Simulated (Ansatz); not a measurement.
# CuF+ (doublet): PBE, r2SCAN, PBE0, B3LYP, wB97M-V, B2PLYP, RPA-PBE over vertical gaps between states, def2-SVP

How well do these functionals follow the top wave-function level for CuF+ (doublet) over vertical gaps between states?

Method: def2-SVP, all electrons in the functionals, frozen cores in the correlation of double hybrids and RPA; program: Ansatz 0.2.0, Gaussian basis.

To be run: PBE, r2SCAN, PBE0, B3LYP, wB97M-V, B2PLYP, RPA-PBE, at charge 1, doublet; charge 1, quartet.

10 further runs of the same task are left out: 3 for a known fault of the program, 3 that didn't finish, 4 set aside as unsound or not needed.

## (1) What is computed

The geometry is a PBE0/def2-TZVP stationary point (not a proven minimum).

2 atoms, charge 1, spin multiplicity 2.

Atoms are counted from 1 here; the program's logs count them from 0.

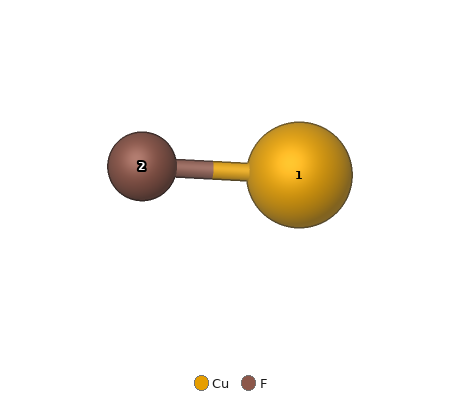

The geometry (copper amber, fluorine brown); atoms are numbered from 1 in the order of the file.

No dispersion term is added; wB97M-V holds VV10 nonlocal correlation. B3LYP takes the VWN-RPA correlation.

The geometry shown and the zero of energy belong to the point charge 1, doublet. The yardstick, UCCSD(T), and other wave-function levels (R restricted, U unrestricted, valence and pair active spaces) come from earlier runs.

## (2) PBE, charge 1, doublet

in.yaml reads:

```yaml
crystal:
  periodic: [false, false, false]
  atoms:
    - {symbol: Cu, position_ang: [0.000000, 0.000000, 0.000000]}
    - {symbol: F, position_ang: [0.000000, 0.000000, 1.690800]}
basis:
  gaussian: {orbitals: def2-SVP}
total_charge: 1
magnetization: {spin_polarized: true, initial_magnetization: 1}
hamiltonian: {xc: {name: PBE}}
output: {orbitals: {seedname: orbitals}}
```

On the command line:

```sh
$ ansatz run in.yaml --threads 1 --pin off --events-out ev --progress --plain --max-ram 2393MiB
```

The log of the run:

```text
Functional definition: PBE
  name "PBE"
  cite "Perdew, Burke & Ernzerhof, Phys. Rev. Lett. 77, 3865 (1996) doi:10.1103/PhysRevLett.77.3865"
  parent pbe
  parameter kappa = 0.804
  parameter beta = 0.06672455060314922
  exchange = pbe_x(kappa = kappa, mu = beta*pi^2/3)
  correlation = pbe_c(beta = beta)
532 factors; their error is unknown
mean field evaluation 1: about -47316.5743 eV, gradient 6.4e1 eV
mean field evaluation 2: about -47107.2915 eV, gradient 2.5e2 eV
mean field evaluation 4: about -47321.0856 eV, gradient 4.8e1 eV
mean field evaluation 8: about -47327.3584 eV, gradient 2.1e1 eV
mean field evaluation 16: about -47329.1798 eV, gradient 1.0e-1 eV
mean field evaluation 32: about -47329.1777 eV, gradient 2.2e-4 eV
mean field evaluation 64: about -47329.1782 eV, gradient 3.6e-1 eV
mean field evaluation 96: about -47328.9316 eV, gradient 3.2e0 eV
mean field -47329.18100569 eV, -1739.3153210881 hartree, gradient 9.5e-6 eV, S^2 0.750830; 13 other end points of the search recorded, 0 dependent functions left out
reference -47329.18108842 eV, -1739.3153241283 hartree; 19, 18 occupied and 26, 27 virtual orbitals, 532 factors
Total energy: -47329.18108842 eV, -1739.3153241283 hartree
```

It took 12 s on 1 thread of Arm Neoverse V2, shared host.

From the report: ⟨S²⟩ of the determinant 0.751 (pure doublet: 0.75).

## (3) PBE, charge 1, quartet

Edit in.yaml of step 2 so:

```diff
@@ -8,3 +8,3 @@
 total_charge: 1
-magnetization: {spin_polarized: true, initial_magnetization: 1}
+magnetization: {spin_polarized: true, initial_magnetization: 3}
 hamiltonian: {xc: {name: PBE}}
```

Launched as before.

The log of the run, shortened:

```text
Functional definition: PBE
  name "PBE"
  cite "Perdew, Burke & Ernzerhof, Phys. Rev. Lett. 77, 3865 (1996) doi:10.1103/PhysRevLett.77.3865"
  parent pbe
[...]
532 factors; their error is unknown
[...]
mean field -47324.31025094 eV, -1739.1363241524 hartree, gradient 9.7e-6 eV, S^2 3.751772; 12 other end points of the search recorded, 0 dependent functions left out
reference -47324.31034221 eV, -1739.1363275067 hartree; 20, 17 occupied and 25, 28 virtual orbitals, 532 factors
Total energy: -47324.31034221 eV, -1739.1363275067 hartree
```

Wall time 11 s (1 thread of Arm Neoverse V2, shared host).

From the report: ⟨S²⟩ of the determinant 3.752 (pure quartet: 3.75).

From charge 1, doublet: +112.3 kcal/mol.

## (4) r2SCAN, charge 1, doublet

in.yaml reads:

```yaml
crystal:
  periodic: [false, false, false]
  atoms:
    - {symbol: Cu, position_ang: [0.000000, 0.000000, 0.000000]}
    - {symbol: F, position_ang: [0.000000, 0.000000, 1.690800]}
basis:
  gaussian: {orbitals: def2-SVP}
total_charge: 1
magnetization: {spin_polarized: true, initial_magnetization: 1}
hamiltonian: {xc: {name: r2SCAN}}
```

The command is unchanged.

The log of the run, shortened:

```text
Functional definition: r2SCAN
  name "r2SCAN"
  cite "Furness, Kaplan, Ning, Perdew & Sun, J. Phys. Chem. Lett. 11, 8208 (2020) doi:10.1021/acs.jpclett.0c02405"
  cite "Furness, Kaplan, Ning, Perdew & Sun, J. Phys. Chem. Lett. 11, 9248 (2020) doi:10.1021/acs.jpclett.0c03077"
  parent r2scan
[...]
532 factors; their error is unknown
[...]
mean field -47337.14158946 eV, -1739.6078671457 hartree, gradient 4.9e-6 eV, S^2 0.751684; 4 other end points of the search recorded, 0 dependent functions left out
reference -47337.14165193 eV, -1739.6078694413 hartree; 19, 18 occupied and 26, 27 virtual orbitals, 532 factors
Total energy: -47337.14165193 eV, -1739.6078694413 hartree
```

Wall time 11 s (1 thread of Arm Neoverse V2, shared host).

From the report: ⟨S²⟩ of the determinant 0.752 (pure doublet: 0.75).

## (5) r2SCAN, charge 1, quartet

Edit in.yaml of step 4 so:

```diff
@@ -8,3 +8,3 @@
 total_charge: 1
-magnetization: {spin_polarized: true, initial_magnetization: 1}
+magnetization: {spin_polarized: true, initial_magnetization: 3}
 hamiltonian: {xc: {name: r2SCAN}}
```

Same command.

The log of the run, shortened:

```text
Functional definition: r2SCAN
  name "r2SCAN"
  cite "Furness, Kaplan, Ning, Perdew & Sun, J. Phys. Chem. Lett. 11, 8208 (2020) doi:10.1021/acs.jpclett.0c02405"
  cite "Furness, Kaplan, Ning, Perdew & Sun, J. Phys. Chem. Lett. 11, 9248 (2020) doi:10.1021/acs.jpclett.0c03077"
  parent r2scan
[...]
532 factors; their error is unknown
[...]
mean field -47332.25587247 eV, -1739.4283203580 hartree, gradient 1.2e-5 eV, S^2 3.754213; 12 other end points of the search recorded, 0 dependent functions left out
reference -47332.25593698 eV, -1739.4283227287 hartree; 20, 17 occupied and 25, 28 virtual orbitals, 532 factors
Total energy: -47332.25593698 eV, -1739.4283227287 hartree
```

Wall time 24 s (1 thread of Arm Neoverse V2, shared host).

From the report: ⟨S²⟩ of the determinant 3.754 (pure quartet: 3.75).

From charge 1, doublet: +112.7 kcal/mol.

## (6) PBE0, charge 1, doublet

Edit in.yaml of step 5 so:

```diff
@@ -8,3 +8,4 @@
 total_charge: 1
-magnetization: {spin_polarized: true, initial_magnetization: 3}
-hamiltonian: {xc: {name: r2SCAN}}
+magnetization: {spin_polarized: true, initial_magnetization: 1}
+hamiltonian: {xc: {name: PBE0}}
+output: {orbitals: {seedname: orbitals}}
```

Same command.

The log of the run, shortened:

```text
Functional definition: PBE0
  name "PBE0"
  cite "Adamo & Barone, J. Chem. Phys. 110, 6158 (1999) doi:10.1063/1.478522"
  cite "Perdew, Burke & Ernzerhof, Phys. Rev. Lett. 77, 3865 (1996) doi:10.1103/PhysRevLett.77.3865"
  parent pbe
[...]
478 factors; integrals over basis functions are off by at most 6.1e-4 eV
[...]
mean field -47329.36122115 eV, -1739.3219438839 hartree, gradient 2.1e-6 eV, S^2 0.752631; 1 other end points of the search recorded, 0 dependent functions left out
reference -47329.36128578 eV, -1739.3219462591 hartree; 19, 18 occupied and 26, 27 virtual orbitals, 478 factors
Total energy: -47329.36128578 eV, -1739.3219462591 hartree
```

Wall time 3.2 s (1 thread of Arm Neoverse V2, shared host).

From the report: ⟨S²⟩ of the determinant 0.753 (pure doublet: 0.75).

## (7) PBE0, charge 1, quartet

Edit in.yaml of step 6 so:

```diff
@@ -8,3 +8,3 @@
 total_charge: 1
-magnetization: {spin_polarized: true, initial_magnetization: 1}
+magnetization: {spin_polarized: true, initial_magnetization: 3}
 hamiltonian: {xc: {name: PBE0}}
```

Same command.

The log of the run, shortened:

```text
Functional definition: PBE0
  name "PBE0"
  cite "Adamo & Barone, J. Chem. Phys. 110, 6158 (1999) doi:10.1063/1.478522"
  cite "Perdew, Burke & Ernzerhof, Phys. Rev. Lett. 77, 3865 (1996) doi:10.1103/PhysRevLett.77.3865"
  parent pbe
[...]
478 factors; integrals over basis functions are off by at most 6.1e-4 eV
[...]
mean field -47324.35752217 eV, -1739.1380613379 hartree, gradient 1.9e-6 eV, S^2 3.753444; 4 other end points of the search recorded, 0 dependent functions left out
reference -47324.35759538 eV, -1739.1380640286 hartree; 20, 17 occupied and 25, 28 virtual orbitals, 478 factors
Total energy: -47324.35759538 eV, -1739.1380640286 hartree
```

Wall time 3.9 s (1 thread of Arm Neoverse V2, shared host).

From the report: ⟨S²⟩ of the determinant 3.753 (pure quartet: 3.75).

From charge 1, doublet: +115.4 kcal/mol.

## (8) B3LYP, charge 1, doublet

in.yaml reads:

```yaml
crystal:
  periodic: [false, false, false]
  atoms:
    - {symbol: Cu, position_ang: [0.000000, 0.000000, 0.000000]}
    - {symbol: F, position_ang: [0.000000, 0.000000, 1.690800]}
basis:
  gaussian: {orbitals: def2-SVP}
total_charge: 1
magnetization: {spin_polarized: true, initial_magnetization: 1}
hamiltonian: {xc: {name: B3LYP}}
```

The command is unchanged.

The log of the run, shortened:

```text
Functional definition: B3LYP
  name "B3LYP"
  cite "Stephens, Devlin, Chabalowski & Frisch, J. Phys. Chem. 98, 11623 (1994) doi:10.1021/j100096a001"
  cite "Becke, Phys. Rev. A 38, 3098 (1988) doi:10.1103/PhysRevA.38.3098"
  cite "Lee, Yang & Parr, Phys. Rev. B 37, 785 (1988) doi:10.1103/PhysRevB.37.785"
  cite "Vosko, Wilk & Nusair, Can. J. Phys. 58, 1200 (1980) doi:10.1139/p80-159"
[...]
478 factors; integrals over basis functions are off by at most 6.1e-4 eV
[...]
mean field -47339.70582325 eV, -1739.7021009995 hartree, gradient 3.8e-6 eV, S^2 0.752388; 1 other end points of the search recorded, 0 dependent functions left out
reference -47339.70608502 eV, -1739.7021106190 hartree; 19, 18 occupied and 26, 27 virtual orbitals, 478 factors
Total energy: -47339.70608502 eV, -1739.7021106190 hartree
```

Run time: 2.9 s. Hardware: 1 thread of Arm Neoverse V2, shared host.

From the report: ⟨S²⟩ of the determinant 0.752 (pure doublet: 0.75).

## (9) B3LYP, charge 1, quartet

Edit in.yaml of step 8 so:

```diff
@@ -8,3 +8,3 @@
 total_charge: 1
-magnetization: {spin_polarized: true, initial_magnetization: 1}
+magnetization: {spin_polarized: true, initial_magnetization: 3}
 hamiltonian: {xc: {name: B3LYP}}
```

Same command.

The log of the run, shortened:

```text
Functional definition: B3LYP
  name "B3LYP"
  cite "Stephens, Devlin, Chabalowski & Frisch, J. Phys. Chem. 98, 11623 (1994) doi:10.1021/j100096a001"
  cite "Becke, Phys. Rev. A 38, 3098 (1988) doi:10.1103/PhysRevA.38.3098"
  cite "Lee, Yang & Parr, Phys. Rev. B 37, 785 (1988) doi:10.1103/PhysRevB.37.785"
  cite "Vosko, Wilk & Nusair, Can. J. Phys. 58, 1200 (1980) doi:10.1139/p80-159"
[...]
478 factors; integrals over basis functions are off by at most 6.1e-4 eV
[...]
mean field -47334.68344664 eV, -1739.5175320634 hartree, gradient 1.6e-5 eV, S^2 3.753537; 4 other end points of the search recorded, 0 dependent functions left out
reference -47334.68371224 eV, -1739.5175418237 hartree; 20, 17 occupied and 25, 28 virtual orbitals, 478 factors
Total energy: -47334.68371224 eV, -1739.5175418237 hartree
```

It took 5 s on 1 thread of Arm Neoverse V2, shared host.

From the report: ⟨S²⟩ of the determinant 3.754 (pure quartet: 3.75).

From charge 1, doublet: +115.8 kcal/mol.

[end of part 1 of 2]
